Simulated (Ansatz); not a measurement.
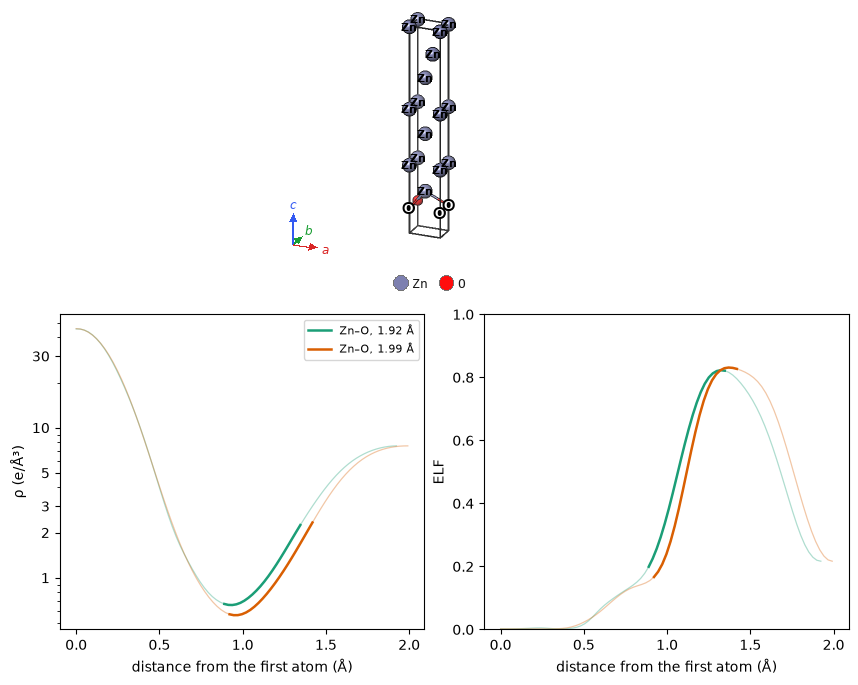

*Zn₇O. Valence pseudo-density and electron localisation function along straight lines between neighbouring atoms. Thin, pale parts lie inside the atomic spheres. The structure is drawn too.*

Space group P3m1; a generated structure, not necessarily the stable one; computed pressure about −4 GPa in this cell.

These are results of Ansatz 0.2.0, DFT r2SCAN, scalar-relativistic, plane waves, PAW, not measurements.

The density is the valence pseudo-density of a PAW calculation; it isn't the true density close to the nuclei.

```
Zn O
1.0
     2.99284    0.00000    0.00000
    -1.49642    2.59188    0.00000
     0.00000    0.00000   15.31837
Zn O
7 1
Direct
  0.33333 0.66667 0.73381
  0.66667 0.33333 0.86704
  0.33333 0.66667 0.46374
  0.00000 0.00000 0.59820
  0.00000 0.00000 0.99604
  0.33333 0.66667 0.18627
  0.00000 0.00000 0.32730
  0.00000 0.00000 0.12160
```

What can be read from the curves?

Answer. Zn–O (1.92 Å): ρ at the midpoint is about 0.67 e/Å³; the ELF peaks at about 0.80 in the valence shell of O, 0.6 Å from its nucleus, and is about 0.30 at the midpoint; no localised pair shows between them.
Zn–O (1.99 Å): ρ is about 0.57 e/Å³ halfway; the ELF peaks at about 0.85 in the valence shell of O, 0.6 Å from its nucleus, and is about 0.25 at the midpoint (no shared electron pair shows on this line).
